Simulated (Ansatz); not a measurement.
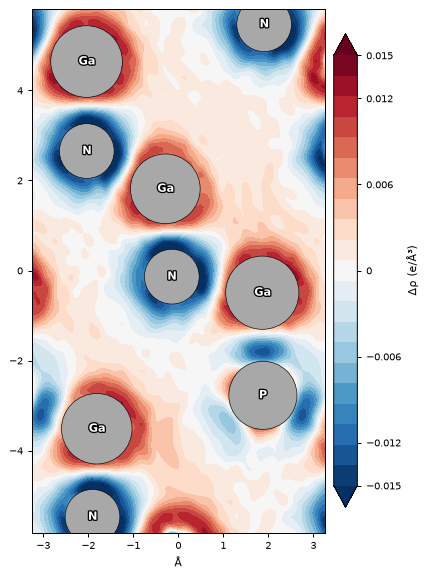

Ga4PN3. Difference of the valence pseudo-densities of two functionals at the same geometry, on the (11̄0) plane of the calculation cell: PBE less r2SCAN.

Space group Cm; started from the ordered alloy on zincblende lattice prototype, which need not be the ambient phase.

Both computed with Ansatz (plane waves, PAW), on the same k-point mesh. Grey discs cover the atomic cores.

```
N P Ga
1.0
     5.56055   -1.67592   -0.01628
     5.56055    1.67592   -0.01628
    -1.02778    0.00000    5.71979
N P Ga
3 1 4
Cartesian
  0.0526 0.0000 0.0882
  4.9908 0.0000 2.7654
  8.0708 0.0000 1.4002
  2.0391 0.0000 4.2908
  4.2846 0.0000 4.6804
  10.0288 0.0000 1.7469
  1.9605 0.0000 0.5272
  6.9367 0.0000 2.9681
```

### What does the difference map show?

Against r2SCAN, PBE gives less density around N (−0.013 e/Å³ on average at 0.8 Å from the nucleus), less density around P (−0.004 e/Å³ on average at 0.9 Å from the nucleus) and more density around Ga (+0.007 e/Å³ on average at 1.0 Å from the nucleus).
